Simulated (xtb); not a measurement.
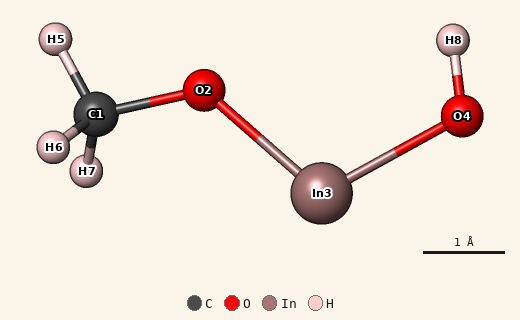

Figure 1. The structure as given in the input (ball-and-stick view, seen at a tilt; atoms are numbered from 1 in the order of the input). Sticks mark near contacts. Bond lengths as drawn: C–H 1.10 Å, C–O 1.40 Å, H–O 0.96 Å and In–O 2.00 to 2.02 Å.

Run report: CH4InO2, energy and gradient calculation

System: CH4InO2, multiplicity 2, SMILES C[O][In][OH].
Method: GFN2-xTB (xtb 6.7.1 later snapshot).

The geometry comes from this level: PBE0-D4/def2-TZVP.

## The program's output
```
* xtb version 6.7.1
   ID    Z sym.   atoms
    1    6 C      1
    2    8 O      2, 4
    3   49 In     3
    4    1 H      5-8

           -------------------------------------------------
          |                Calculation Setup                |
           -------------------------------------------------

          program call               : xtb --grad --gfn 2 -c 0 -u 1 -- struc.xyz
          coordinate file            : struc.xyz
          omp threads                :                     1

           -------------------------------------------------
          |                 G F N 2 - x T B                 |
           -------------------------------------------------

      * Hamiltonian:
        H0-scaling (s, p, d)           1.850000    2.230000    2.230000
        zeta-weighting                 0.500000
      * Dispersion:
        s8                             2.700000
        a1                             0.520000
        a2                             5.000000
        s9                             5.000000
      * Repulsion:
        kExp                           1.500000    1.000000
        rExp                           1.000000
      * Coulomb:
        alpha                          2.000000
        third order                    shell-resolved
        anisotropic                    true
        a3                             3.000000
        a5                             4.000000
        cn-shift                       1.200000
        cn-exp                         4.000000
        max-rad                        5.000000

          ...................................................
          :                      SETUP                      :
          :.................................................:
          :  # basis functions                  26          :
          :  # atomic orbitals                  25          :
          :  # shells                           13          :
          :  # electrons                        23          :
          :  max. iterations                   250          :
          :  Hamiltonian                  GFN2-xTB          :
          :  restarted?                      false          :
          :  GBSA solvation                  false          :
          :  PC potential                    false          :
          :  electronic temp.          300.0000000     K    :
          :  accuracy                    1.0000000          :
          :  -> integral cutoff          0.2500000E+02      :
          :  -> integral neglect         0.1000000E-07      :
          :  -> SCF convergence          0.1000000E-05 Eh   :
          :  -> wf. convergence          0.1000000E-03 e    :
          :  Broyden damping             0.4000000          :
          :  net charge                          0          :
          :  unpaired electrons                  1          :
          ...................................................

 iter      E             dE          RMSdq      gap      omega  full diag
   1    -13.5372048 -0.135372E+02  0.890E+00    5.80       0.0  T
   2    -13.5686744 -0.314696E-01  0.452E+00    6.18       1.0  T
   3    -13.5680741  0.600282E-03  0.332E+00    5.97       1.0  T
   4    -13.6037041 -0.356300E-01  0.153E+00    6.15       1.0  T
   5    -13.6031239  0.580262E-03  0.960E-01    6.02       1.0  T
   6    -13.6040380 -0.914137E-03  0.534E-01    6.05       1.0  T
   7    -13.6041200 -0.819633E-04  0.168E-01    6.07       1.0  T
   8    -13.6041809 -0.609594E-04  0.373E-02    6.07       1.0  T
   9    -13.6041880 -0.708510E-05  0.127E-02    6.07       2.8  T
  10    -13.6041882 -0.217168E-06  0.280E-03    6.07      12.6  T
  11    -13.6041883 -0.456393E-07  0.997E-04    6.07      35.5  T
  12    -13.6041883 -0.340646E-08  0.157E-04    6.07     224.8  T

   *** convergence criteria satisfied after 12 iterations ***

         #    Occupation            Energy/Eh            Energy/eV
      -------------------------------------------------------------
         1        2.0000           -0.6772953             -18.4301
       ...           ...                  ...                  ...
         6        2.0000           -0.5264569             -14.3256
         7        2.0000           -0.5253983             -14.2968
         8        2.0000           -0.4843416             -13.1796
         9        2.0000           -0.4348521             -11.8329
        10        2.0000           -0.4254381             -11.5768
        11        2.0000           -0.4161189             -11.3232
        12        1.0000           -0.3744852             -10.1903 (HOMO)
        13                         -0.1515405              -4.1236 (LUMO)
        14                         -0.0894050              -2.4328
        15                         -0.0466327              -1.2689
        16                         -0.0112713              -0.3067
        17                          0.0011913               0.0324
       ...                                ...                  ...
        25                          0.5924224              16.1206
      -------------------------------------------------------------
                  HL-Gap            0.2229447 Eh            6.0666 eV
             Fermi-level           -0.3291574 Eh           -8.9568 eV

 SCC (total)                   0 d,  0 h,  0 min,  0.004 sec
 SCC setup                      ...        0 min,  0.000 sec (  1.638%)
 Dispersion                     ...        0 min,  0.000 sec (  0.745%)
 classical contributions        ...        0 min,  0.000 sec (  0.192%)
 integral evaluation            ...        0 min,  0.000 sec ( 13.096%)
 iterations                     ...        0 min,  0.002 sec ( 59.275%)
 molecular gradient             ...        0 min,  0.001 sec ( 22.759%)
 printout                       ...        0 min,  0.000 sec (  1.958%)

         :::::::::::::::::::::::::::::::::::::::::::::::::::::
         ::                     SUMMARY                     ::
         :::::::::::::::::::::::::::::::::::::::::::::::::::::
         :: total energy             -13.528952638504 Eh    ::
         :: gradient norm              0.027378227002 Eh/a0 ::
         :: HOMO-LUMO gap              6.066634475706 eV    ::
         ::.................................................::
         :: SCC energy               -13.604188255342 Eh    ::
         :: -> isotropic ES            0.061984774373 Eh    ::
         :: -> anisotropic ES          0.002406523012 Eh    ::
         :: -> anisotropic XC          0.000666905708 Eh    ::
         :: -> dispersion             -0.003365831280 Eh    ::
         :: repulsion energy           0.075235616838 Eh    ::
         :: add. restraining           0.000000000000 Eh    ::
         :: total charge               0.000000000000 e     ::
         :::::::::::::::::::::::::::::::::::::::::::::::::::::

           -------------------------------------------------
          |                Property Printout                |
           -------------------------------------------------

    * Orbital Energies and Occupations

         #    Occupation            Energy/Eh            Energy/eV
      -------------------------------------------------------------
         1        2.0000           -0.6772953             -18.4301
         2        2.0000           -0.6464304             -17.5903
         3        2.0000           -0.6153097             -16.7434
         4        2.0000           -0.5551657             -15.1068
         5        2.0000           -0.5274033             -14.3514
         6        2.0000           -0.5264569             -14.3256
         7        2.0000           -0.5253983             -14.2968
         8        2.0000           -0.4843416             -13.1796
         9        2.0000           -0.4348521             -11.8329
        10        2.0000           -0.4254381             -11.5768
        11        2.0000           -0.4161189             -11.3232
        12        1.0000           -0.3744852             -10.1903 (HOMO)
        13                         -0.1515405              -4.1236 (LUMO)
        14                         -0.0894050              -2.4328
        15                         -0.0466327              -1.2689
        16                         -0.0112713              -0.3067
        17                          0.0011913               0.0324
        18                          0.0090333               0.2458
        19                          0.1112168               3.0264
        20                          0.1213321               3.3016
        21                          0.1872468               5.0952
        22                          0.2393080               6.5119
        23                          0.2423643               6.5951
       ...                                ...                  ...
        25                          0.5924224              16.1206
      -------------------------------------------------------------
                  HL-Gap            0.2229447 Eh            6.0666 eV
             Fermi-level           -0.3291574 Eh           -8.9568 eV

     #   Z          covCN         q      C6AA      α(0)
     1   6          3.685     0.050    19.921     6.390
     2   8          1.597    -0.397    20.825     6.159
     3  49          1.588     0.419   365.299    43.149
     4   8          1.552    -0.529    23.598     6.554
     5   1          0.924     0.070     2.089     2.260
     6   1          0.924     0.042     2.429     2.437
     7   1          0.924     0.042     2.429     2.437
     8   1          0.836     0.304     0.704     1.316

 Mol. C6AA /au·bohr⁶  :       1422.004159
 Mol. C8AA /au·bohr⁸  :      98030.135315
 Mol. α(0) /au        :         70.702184

Wiberg/Mayer (AO) data.
largest (>0.10) Wiberg bond orders for each atom

 ---------------------------------------------------------------------------
     #   Z sym  total        # sym  WBO       # sym  WBO       # sym  WBO
 ---------------------------------------------------------------------------
     1   6      3.964 --     2      1.042     6      0.967     7      0.967
                             5      0.934
     2   8      2.114 --     1      1.042     3      0.851     4      0.175
     3  49      1.912 --     4      0.954     2      0.851
     4   8      2.033 --     3      0.954     8      0.879     2      0.175
     5   1      0.971 --     1      0.934
     6   1      0.998 --     1      0.967
     7   1      0.998 --     1      0.967
     8   1      0.908 --     4      0.879
 ---------------------------------------------------------------------------

Topologies differ in total number of bonds
Writing topology from bond orders to xtbtopo.mol

molecular dipole:
                 x           y           z       tot (Debye)
 q only:       -0.714       0.684       0.182
   full:       -0.816       0.895       0.259       3.148
molecular quadrupole (traceless):
                xx          xy          yy          xz          yz          zz
 q only:        3.976       1.636      -4.085       1.296      -1.872       0.108
  q+dip:        5.460       2.347      -6.164       1.679      -3.186       0.704
   full:        5.287       2.775      -6.508       1.720      -3.576       1.221

           -------------------------------------------------
          | TOTAL ENERGY              -13.528952638504 Eh   |
          | GRADIENT NORM               0.027378227002 Eh/α |
          | HOMO-LUMO GAP               6.066634475706 eV   |
           -------------------------------------------------

------------------------------------------------------------------------
------------------------------------------------------------------------
 total:
 *  cpu-time:     0 d,  0 h,  0 min,  0.011 sec
 * ratio c/w:     1.000 speedup
 SCF:
 *  cpu-time:     0 d,  0 h,  0 min,  0.004 sec
 * ratio c/w:     1.000 speedup
```

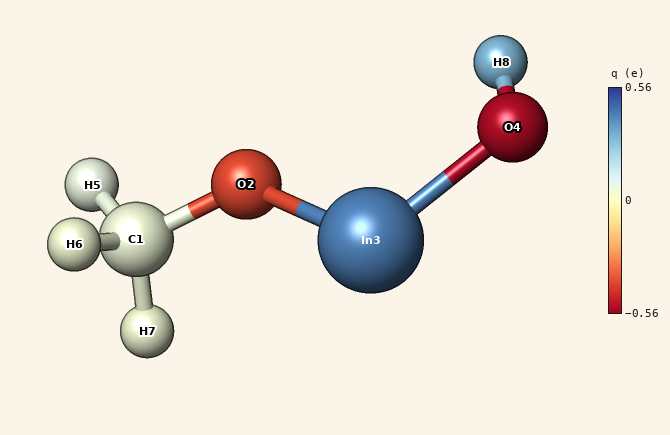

Figure 2. Mulliken charges, as the colour of each atom (ball-and-stick view, seen at a tilt; atoms are numbered from 1 in the order of the input). By element: C +0.05, O −0.53 to −0.40, In +0.42 and H +0.04 to +0.30 e.

The run was set up as follows.

## The input (struc.xyz)
```
8

C     -0.552500     1.338800     0.506500
O      0.213200     0.228700     0.140300
In    -0.425000    -1.474400    -0.737100
O      1.096600    -2.743100    -1.043100
H      0.118700     2.081400     0.954800
H     -1.321600     1.100100     1.252700
H     -1.046400     1.818300    -0.348800
H      1.916900    -2.349900    -0.725200
```

Run as:
```bash
xtb --grad --gfn 2 -c 0 -u 1 -- struc.xyz | tee out.txt
```

## Results in brief

- outcome: converged
- electrons treated: 23
- total energy: −13.528953 hartree
- dispersion energy: −0.003366 hartree
- basis functions: 26
- largest force: 1.017 eV/Å
- dipole moment: 3.15 D
- hardware: 1 thread of Arm Neoverse V1, 24 GiB of memory available, shared host
- peak memory: 0.076 GiB
